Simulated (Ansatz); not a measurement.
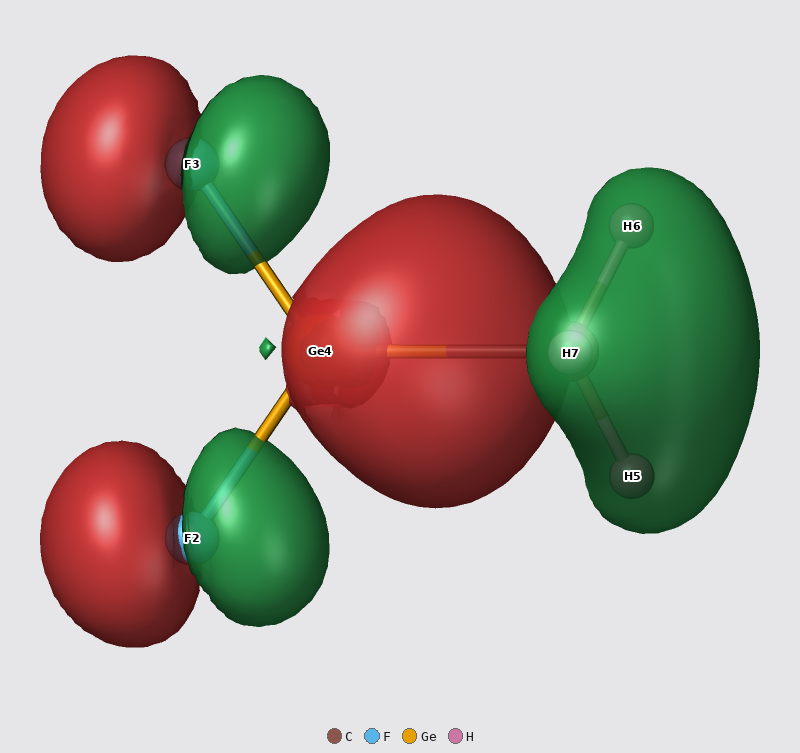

Figure 1: CH3F2Ge (SMILES [CH3][Ge+]([F])[F]) (charge +1). The HOMO at ±0.1 Å⁻³ᐟ² (green and red are the two phases), seen at a tilt.

Geometry: PBE0-D3(BJ)/def2-SVP.

All numbers below come from isolated molecule in a Gaussian basis; Kohn-Sham density functional theory, functional PBE0 in Ansatz 0.2.0.

Input

```
crystal:
  periodic: [false, false, false]
  atoms:
    - symbol: C
      position_ang: [0.759595, -0.152982, 2.270546]
    - symbol: F
      position_ang: [-0.492175, -1.906410, -0.067175]
    - symbol: F
      position_ang: [2.212572, -1.487370, -0.222517]
    - symbol: Ge
      position_ang: [0.827124, -1.179244, 0.675615]
    - symbol: H
      position_ang: [-0.073502, -0.533965, 2.880894]
    - symbol: H
      position_ang: [1.735206, -0.245166, 2.771872]
    - symbol: H
      position_ang: [0.574088, 0.891802, 1.965260]
basis:
  gaussian:
    orbitals: def2-TZVPD
hamiltonian:
  xc: pbe0
output: {forces: true, orbitals: {seedname: orbitals}}
total_charge: 1
```

Launched as:

```sh
ansatz run input.yaml --threads 2 --pin off --max-ram 4350MiB --events-out events.jsonl --progress --plain --runs-dir runs
```

Question: Describe this orbital and give its energy.

Answer: It lies mainly on C1 (about 30 %), Ge4 (about 20 %), F2 (about 20 %) and F3 (about 20 %). Its energy is −17.42 eV.
